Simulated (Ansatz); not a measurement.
ClH4NO2Zr···HF

Input file:

```
crystal:
  periodic: [false, false, false]
  atoms:
    - { symbol: Zr, position_ang: [0.0, 0.0, 0.0] }
    - { symbol: F, position_ang: [0.0, 0.0, 2.33] }
    - { symbol: O, position_ang: [1.952, 0.0, -0.6893] }
    - { symbol: H, position_ang: [2.2684, -0.9521, -0.806] }
    - { symbol: Cl, position_ang: [-1.1869, 2.0563, -0.8392] }
    - { symbol: "N", position_ang: [-1.0409, -1.8034, -0.7359] }
    - { symbol: H, position_ang: [-1.5759, -2.4197, -0.0595] }
    - { symbol: H, position_ang: [-1.0055, -2.0526, -1.7656] }
    - { symbol: O, position_ang: [-2.2491, 0.0072, 0.7473] }
    - { symbol: H, position_ang: [-2.796, -0.6214, 0.1765] }
    - { symbol: H, position_ang: [-1.3253, 0.0042, 1.9476] }
basis:
  gaussian: { orbitals: def2-SVP }
hamiltonian:
  xc: pbe
  dispersion: d4
relax:
  f_tol: 0.15
  max_steps: 25
  restrain:
    - { distance: [0, 8], at: 2.07, k: 30.0 }
    - { distance: [10, 1], at: 0.92, k: 30.0 }
    - { distance: [0, 1], at: 3.18, k: 30.0 }
    - { distance: [10, 8], at: 2.21, k: 30.0 }
output:
  orbitals: {}
```

Command:

```sh
ansatz run input.yaml --threads 4 --pin off --max-ram 5120MiB --backend cpu --events-out ev --progress --plain --runs-dir out
```

The fields are those of the run's last geometry, not of the input's.

Core potentials replace the inner electrons of Zr; not at a stationary point (largest force 1.1 eV/Å).

Computed with RKS PBE-D4/def2-SVP (Ansatz).

> What will maps of the electron density and electron localisation function show?

Zr1···F2 (3.18 Å): the density falls to about 0.05 e/Å³ on the way; the ELF dips to about 0 between them.
Zr–O (1.93 Å): ρ at the midpoint is about 0.92 e/Å³; the ELF peaks at about 0.85 in the valence shell of O, 0.6 Å from its nucleus, and drops to about 0.25 between the two atoms.
F–H (0.93 Å): ρ is about 4.5 e/Å³ halfway; the ELF climbs to about 1 towards the hydrogen, as it does in any bond to H; an ordinary covalent bond to hydrogen.
Zr–O (2.04 Å): ρ at the midpoint is about 0.72 e/Å³; the ELF peaks at about 0.85 in the valence shell of O, 0.6 Å from its nucleus, and drops to about 0.20 between the two atoms.

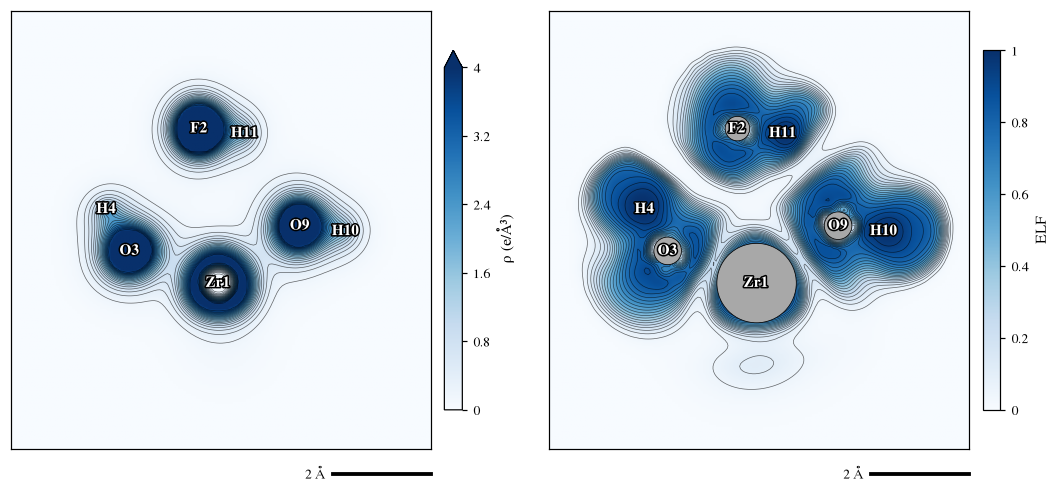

Computed electron density and electron localisation function on the plane of atoms Zr1, O3 and H4, in this order. Grey discs cover the atomic cores in the ELF map. 
